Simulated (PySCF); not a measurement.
# Ways to converge the SCF of Sn2 (triplet)

Aim: find out which solver settings change the answer for Sn2 (triplet).

Method: method and basis as typed in the scripts; program: PySCF 2.14.0.

8 further runs of the same task are left out: 3 for a known fault of the program, 5 that didn't finish.

## (1) The system as given

Sn2 (triplet): 2 atoms, charge 0, spin multiplicity 3.

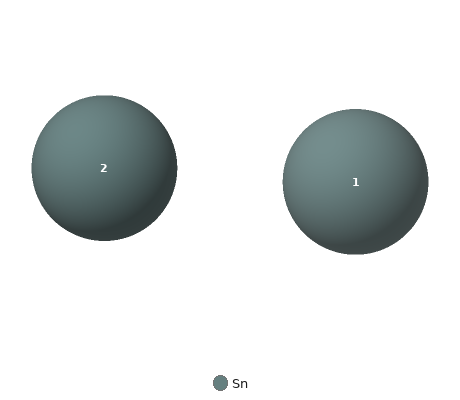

As it starts; tin teal; atoms are numbered from 1 in the order of the file.

## (2) Base script

Contents of input.py:

```python
from pyscf import gto, scf, mp

mol = gto.M(
    atom='Sn 0 0 0; Sn 0 0 2.7',
    basis='sbkjc',
    ecp={'Sn': 'sbkjc'},
    charge=0,
    spin=2,
    verbose=4,
)
mf = scf.UHF(mol)
mf.kernel()
mp.MP2(mf).kernel()
mf.dip_moment()
print('orbital energies (hartree):', [e[max(0, n-3):n+3].round(4) for e, n in zip(mf.mo_energy, mol.nelec)])
```

The run is started by

```sh
$ OMP_NUM_THREADS=1 python input.py
```

The log of this run is left out.

In short: E(SCF) = -6.553042 Eh, 7 cycles, E(MP2) − E(SCF) = -0.04949 Eh, ⟨S²⟩ = 2.003, μ = 0.00 D (of the SCF density).

The bond length is a typed value, not an optimised one. The triplet is typed in the script; nothing here shows that it is the ground state.

## (3) Smearing width 0.2 hartree

Variant 1 changes smearing width: none → 0.2 hartree; step after the SCF: mp2 → none.

Changes to input.py since step 2:

```diff
@@ -1,2 +1,2 @@
-from pyscf import gto, scf, mp
+from pyscf import gto, scf
 
@@ -11,4 +11,4 @@
 mf = scf.UHF(mol)
+mf = scf.addons.smearing_(mf, sigma=0.2, method='fermi')
 mf.kernel()
-mp.MP2(mf).kernel()
 mf.dip_moment()
```

The run is started by

```sh
$ OMP_NUM_THREADS=1 python input.py
```

Output:

```text
PySCF version 2.14.0

[INPUT] verbose = 4
[INPUT] num. atoms = 2
[INPUT] num. electrons = 8
[INPUT] charge = 0
[INPUT] spin (= nelec alpha-beta = 2S) = 2
[INPUT] symmetry False subgroup None
[INPUT] Mole.unit = angstrom
[INPUT] Symbol           X                Y                Z      unit          X                Y                Z       unit  Magmom
[INPUT]  1 Sn     0.000000000000   0.000000000000   0.000000000000 AA    0.000000000000   0.000000000000   0.000000000000 Bohr   0.0
[INPUT]  2 Sn     0.000000000000   0.000000000000   2.700000000000 AA    0.000000000000   0.000000000000   5.102260536326 Bohr   0.0

nuclear repulsion = 3.1358649536
number of shells = 8
number of NR pGTOs = 40
number of NR cGTOs = 16
basis = sbkjc
ecp = {'Sn': 'sbkjc'}

******** <class 'pyscf.scf.smearing.SmearingUHF'> ********
method = SmearingUHF
initial guess = minao
damping factor = 0
level_shift factor = 0
DIIS = <class 'pyscf.scf.diis.CDIIS'>
diis_start_cycle = 1
diis_space = 8
diis_damp = 0
SCF conv_tol = 1e-09
SCF conv_tol_grad = None
SCF max_cycles = 50
direct_scf = True
direct_scf_tol = 1e-13
number electrons alpha = 5  beta = 3
Set gradient conv threshold to 3.16228e-05
init E= -6.08931305600541
    sigma = 0.2  Optimized mu = -0.186144143377  entropy = 12.9108963948
    Total E(T) = -5.39383823510219  Free energy = -7.97601751406569  E0 = -6.68492787458394
cycle= 1 E= -5.39383823510219  delta_E= 0.695  |g|= 0.185  |ddm|= 3.96
    sigma = 0.2  Optimized mu = -0.310170174075  entropy = 12.6904542972
    Total E(T) = -5.45999108391374  Free energy = -7.99808194336109  E0 = -6.72903651363741
cycle= 2 E= -5.45999108391374  delta_E= -0.0662  |g|= 0.0412  |ddm|= 0.956
    sigma = 0.2  Optimized mu = -0.284381722529  entropy = 12.8510745099
    Total E(T) = -5.42925787007589  Free energy = -7.99947277205403  E0 = -6.71436532106496
cycle= 3 E= -5.42925787007589  delta_E= 0.0307  |g|= 0.00305  |ddm|= 0.229
    sigma = 0.2  Optimized mu = -0.285476936625  entropy = 12.864409035
    Total E(T) = -5.42660923905909  Free energy = -7.99949104605139  E0 = -6.71305014255524
cycle= 4 E= -5.42660923905909  delta_E= 0.00265  |g|= 0.000225  |ddm|= 0.0085
    sigma = 0.2  Optimized mu = -0.285452060694  entropy = 12.8656166355
    Total E(T) = -5.42636788211335  Free energy = -7.99949120922207  E0 = -6.71292954566771
cycle= 5 E= -5.42636788211335  delta_E= 0.000241  |g|= 3.31e-05  |ddm|= 0.00105
    sigma = 0.2  Optimized mu = -0.285441385845  entropy = 12.865527549
    Total E(T) = -5.42638570082223  Free energy = -7.9994912106198  E0 = -6.71293845572101
cycle= 6 E= -5.42638570082223  delta_E= -1.78e-05  |g|= 1.35e-06  |ddm|= 0.000109
    sigma = 0.2  Optimized mu = -0.285441793089  entropy = 12.8655197139
    Total E(T) = -5.42638726784301  Free energy = -7.99949121062788  E0 = -6.71293923923544
cycle= 7 E= -5.42638726784301  delta_E= -1.57e-06  |g|= 1.35e-07  |ddm|= 6.65e-06
    sigma = 0.2  Optimized mu = -0.285441810672  entropy = 12.8655187397
    Total E(T) = -5.42638746269196  Free energy = -7.99949121062798  E0 = -6.71293933665997
cycle= 8 E= -5.42638746269196  delta_E= -1.95e-07  |g|= 1.77e-08  |ddm|= 7.71e-07
    sigma = 0.2  Optimized mu = -0.285441808075  entropy = 12.8655187372
    Total E(T) = -5.42638746318099  Free energy = -7.99949121062797  E0 = -6.71293933690448
cycle= 9 E= -5.42638746318099  delta_E= -4.89e-10  |g|= 9.21e-09  |ddm|= 2.93e-08
    sigma = 0.2  Optimized mu = -0.285441805474  entropy = 12.8655187398
    Total E(T) = -5.42638746267399  Free energy = -7.99949121062797  E0 = -6.71293933665098
Extra cycle  E= -5.42638746267399  delta_E= 5.07e-10  |g|= 2.66e-09  |ddm|= 2.65e-08
converged SCF energy = -5.42638746267399  <S^2> = 0  2S+1 = 1
Dipole moment(X, Y, Z, Debye):  0.00000,  0.00000, -0.00000
orbital energies (hartree): [array([-0.2078, -0.1929, -0.1929, -0.0813, -0.0813,  0.0269]), array([-0.6658, -0.463 , -0.2078, -0.1929, -0.1929, -0.0813])]
```

Run time: 0.51 s. Hardware: 1 thread of Intel Xeon Gold 6455B, shared host.

The smearing width (0.2 hartree) was meant as a poor choice, so the numbers below may not describe Sn2 (triplet) as the base run means it. Result: E(SCF) = -5.426387 Eh, 9 cycles, μ = 0.00 D.

Smearing with one chemical potential does not keep the typed spin. The energy is that at the smeared occupations, without the entropy term. Smearing with one chemical potential need not keep the typed spin, and ⟨S²⟩ has no meaning at fractional occupations.

## (4) Second-order solver on

Variant 2 changes second-order solver: off → on.

Changes to input.py since step 2:

```diff
@@ -11,2 +11,3 @@
 mf = scf.UHF(mol)
+mf = mf.newton()
 mf.kernel()
```

The run is started by

```sh
$ OMP_NUM_THREADS=1 python input.py
```

Output:

```text
[... 20 set-up lines left out, the same as in an earlier log ...]
******** <class 'pyscf.soscf.newton_ah.SecondOrderUHF'> ********
method = SecondOrderUHF
[... 13 set-up lines left out, the same as in an earlier log ...]
******** <class 'pyscf.scf.uhf.UHF'> Newton solver flags ********
SCF tol = 1e-09
conv_tol_grad = None
max. SCF cycles = 50
[... 2 set-up lines left out, the same as in an earlier log ...]
max_cycle_inner = 12
max_stepsize = 0.05
ah_start_tol = 1e+09
ah_level_shift = 0
ah_conv_tol = 1e-12
ah_lindep = 1e-14
ah_start_cycle = 1
ah_max_cycle = 40
ah_grad_trust_region = 2.5
kf_interval = 4
kf_trust_region = 5
canonicalization = True
Set conv_tol_grad to 3.16228e-05
[... the frontier-level lines of each cycle are left out ...]
[... 1 set-up line left out, the same as in an earlier log ...]
[... 1 set-up line left out, the same as in an earlier log ...]
Initial guess E= -6.54460047081029  |g|= 0.0614127
macro= 0  E= -6.55304213995665  delta_E= -0.00844167  |g|= 0.00207751  3 KF 9 JK
macro= 1  E= -6.55304218373007  delta_E= -4.37734e-08  |g|= 0.000140335  1 KF 4 JK
macro= 2  E= -6.55304218373007  delta_E= 0  |g|= 2.52788e-06  1 KF 2 JK
Canonicalize SCF orbitals
macro X = 3  E=-6.55304218373007  |g|= 2.52788e-06  total 6 KF 19 JK
converged SCF energy = -6.55304218373007  <S^2> = 2.0030419  2S+1 = 3.0020272

******** <class 'pyscf.mp.ump2.UMP2'> ********
nocc = (np.int64(5), np.int64(3)), nmo = (16, 16)
E(UMP2) = -6.60253212249144  E_corr = -0.049489938761372
E(SCS-UMP2) = -6.6002215421771  E_corr = -0.0471793584470329
E_corr(same-spin) = -0.0140868093076309
E_corr(oppo-spin) = -0.0354031294537411
Dipole moment(X, Y, Z, Debye):  0.00000, -0.00000, -0.00000
orbital energies (hartree): [array([-0.2662, -0.2662, -0.2642, -0.0153, -0.0153,  0.0887]), array([-0.5819, -0.4277, -0.2452, -0.0208, -0.0208,  0.0539])]
```

Run time: 0.57 s. Hardware: 1 thread of Intel Xeon Gold 6455B, shared host.

Outcome: E(SCF) = -6.553042 Eh (no change), 3 macro-iterations, E(MP2) − E(SCF) = -0.04949 Eh, ⟨S²⟩ = 2.003, μ = 0.00 D (of the SCF density).

## (5) Cycle limit 200

Variant 3 changes cycle limit: 50 → 200.

Changes to input.py since step 2:

```diff
@@ -11,2 +11,3 @@
 mf = scf.UHF(mol)
+mf.max_cycle = 200
 mf.kernel()
```

The run is started by

```sh
$ OMP_NUM_THREADS=1 python input.py
```

Output:

```text
[... 20 set-up lines left out, the same as in an earlier log ...]
******** <class 'pyscf.scf.uhf.UHF'> ********
method = UHF
[... 9 set-up lines left out, the same as in an earlier log ...]
SCF max_cycles = 200
[... 4 set-up lines left out, the same as in an earlier log ...]
init E= -6.08931305600541
[... the frontier-level lines of each cycle are left out ...]

cycle= 1 E= -6.54460047081029  delta_E= -0.455  |g|= 0.0614  |ddm|= 1.47
cycle= 2 E= -6.55251796132862  delta_E= -0.00792  |g|= 0.0148  |ddm|= 0.256
cycle= 3 E= -6.55301153445154  delta_E= -0.000494  |g|= 0.0033  |ddm|= 0.0754
cycle= 4 E= -6.55304087740235  delta_E= -2.93e-05  |g|= 0.000655  |ddm|= 0.0236
cycle= 5 E= -6.55304213488937  delta_E= -1.26e-06  |g|= 0.00013  |ddm|= 0.00566
cycle= 6 E= -6.55304218358405  delta_E= -4.87e-08  |g|= 7.39e-06  |ddm|= 0.00115
cycle= 7 E= -6.55304218373169  delta_E= -1.48e-10  |g|= 1.32e-06  |ddm|= 3.67e-05
Extra cycle  E= -6.5530421837367  delta_E= -5.02e-12  |g|= 5.21e-07  |ddm|= 5.82e-06
converged SCF energy = -6.5530421837367  <S^2> = 2.0030422  2S+1 = 3.0020275

******** <class 'pyscf.mp.ump2.UMP2'> ********
nocc = (np.int64(5), np.int64(3)), nmo = (16, 16)
E(UMP2) = -6.60253209152186  E_corr = -0.0494899077851523
E(SCS-UMP2) = -6.6002215208479  E_corr = -0.0471793371111992
E_corr(same-spin) = -0.0140867910357503
E_corr(oppo-spin) = -0.035403116749402
Dipole moment(X, Y, Z, Debye): -0.00000, -0.00000,  0.00000
orbital energies (hartree): [array([-0.2662, -0.2662, -0.2642, -0.0153, -0.0153,  0.0887]), array([-0.5819, -0.4277, -0.2452, -0.0208, -0.0208,  0.0539])]
```

Run time: 0.56 s. Hardware: 1 thread of Intel Xeon Gold 6455B, shared host.

This run: E(SCF) = -6.553042 Eh (no change), 7 cycles, E(MP2) − E(SCF) = -0.04949 Eh, ⟨S²⟩ = 2.003, μ = 0.00 D (of the SCF density).

## (6) Comparison

```tsv
run	E(SCF) (hartree)	from base (eV)	cycles	gap, α spin (eV)	after the SCF
base	-6.553042	0	7	6.77	MP2 correlation -1.347 eV
smearing width 0.2 hartree (poor choice)	-5.426387	not comparable	9	n/a	n/a
second-order solver on	-6.553042	0.0000	3 macro	6.77	MP2 correlation -1.347 eV
cycle limit 200	-6.553042	0.0000	7	6.77	MP2 correlation -1.347 eV
```

Wall time on 1 thread of Intel Xeon Gold 6455B, shared host, start-up included: base 0.61 s; smearing width 0.2 hartree (poor choice) 0.51 s; second-order solver on 0.57 s; cycle limit 200 0.56 s.

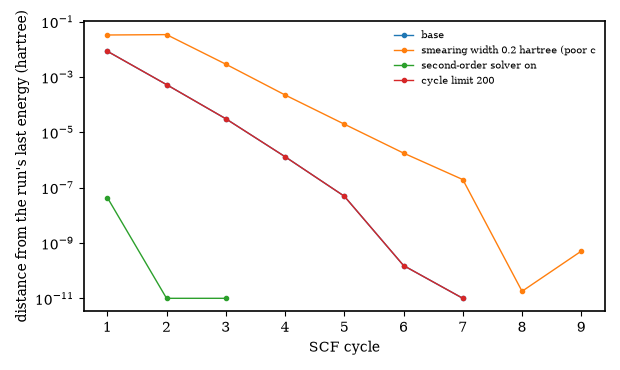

How each run approaches its own final energy.

In words: No change of the SCF energy comes from second-order solver on or cycle limit 200. Rows marked «poor choice» come from settings spoiled on purpose.
